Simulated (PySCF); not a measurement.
Consider C₄H₉N₃OSi₂ (SMILES C[SiH2]c1ncnnc1O[SiH3]).

Input

```
{"job": {"kind": "nmr", "xc": "PBE0", "basis": "pcSseg-1"}, "charge": 0, "multiplicity": 1}
C     -2.765946    -0.596626     1.734397
Si    -1.055228    -1.060242     1.072508
C     -0.429841     0.389846     0.029286
N     -1.130602     1.490613    -0.150766
C     -0.570550     2.436039    -0.908548
N      0.604201     2.366909    -1.485449
N      1.322938     1.283126    -1.323227
C      0.838530     0.301130    -0.586257
O      1.561154    -0.787900    -0.423982
Si     3.062173    -0.978228    -1.109051
H     -3.462051    -0.403634     0.922753
H     -2.721359     0.302287     2.343075
H     -3.176828    -1.394478     2.345344
H     -0.076342    -1.262539     2.146195
H     -1.096857    -2.230945     0.189242
H     -1.137655     3.343173    -1.062801
H      2.941859    -0.923643    -2.560504
H      3.320720    -2.312663    -0.584009
H      3.961883     0.047025    -0.595668
```

Command:

```sh
OMP_NUM_THREADS=1 python probes_run.py task.json out
```

Geometry: GFN2-xTB.

Theory: PySCF 2.14.0, PBE0/pcSseg-1, SCF density, gas phase, non-relativistic.

What will maps of the electron density and electron localisation function show?

N–N (1.31 Å): ρ at the midpoint is about 2.7 e/Å³; the ELF peaks at about 0.90 between the atoms; localised, covalent bonding.
C–N (1.31 Å): ρ at the midpoint is about 2.6 e/Å³; the ELF peaks at about 0.90 between the atoms (localised, covalent bonding).
C–O (1.32 Å): ρ is about 2.5 e/Å³ halfway; the ELF peaks at about 0.90 between the atoms: a shared but strongly polarised pair.
C–C (1.41 Å): the density is about 2.1 e/Å³ at the midpoint; the ELF peaks at about 0.95 between the atoms (localised, covalent bonding).

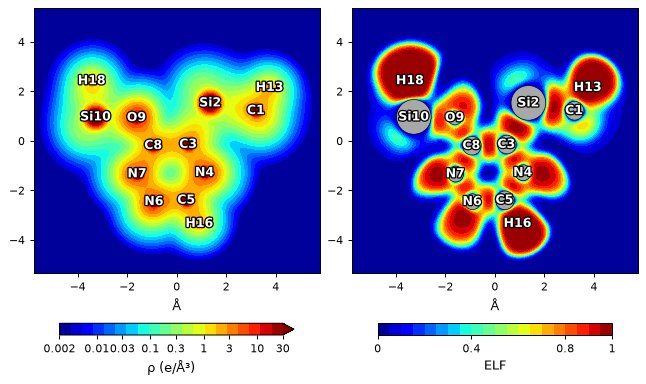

Computed electron density and electron localisation function on the plane of atoms N4, C5 and N6, in this order. Grey discs cover the atomic cores in the ELF map. 
